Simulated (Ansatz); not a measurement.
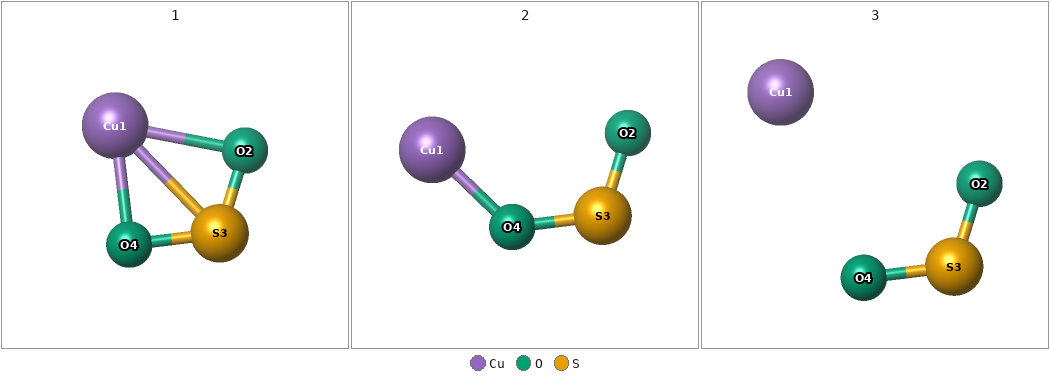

CuO₂S, charge +1. 
- First axis: separation of O4 and Cu1 along their line in the relaxed pair. Second axis: sideways slip of Cu1.
- Nothing is relaxed (both partners rigid).
- The scan uses a 15 × 15 grid.
- Points are written as (first, second).
- Energies: kJ/mol, counted from the lowest grid point.
- These are results of Ansatz 0.2.0, RKS PBE-D4/def2-SVPD, not measurements.

The numbered pictures are structures from this grid.

### Rank them by energy, lowest first.

2, at (1.883 Å, 0.00 Å): 0 kJ/mol; 1, at (1.582 Å, 1.29 Å): 29 kJ/mol; 3, at (3.205 Å, 1.29 Å): 129 kJ/mol.

The map, with the structures marked:

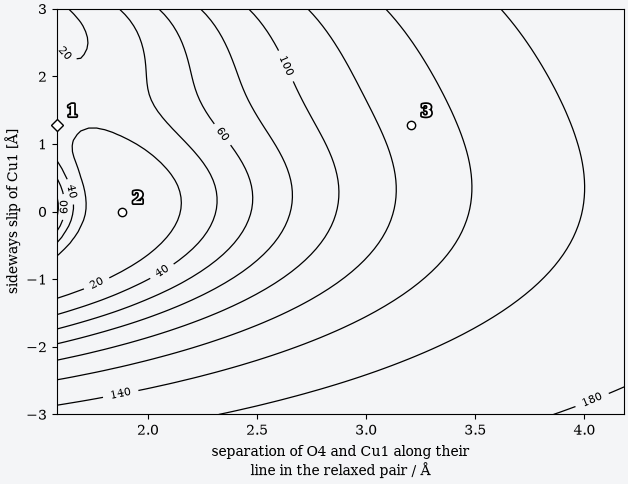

Drawn: contour lines labelled in kJ/mol. Between grid points the surface is interpolated.
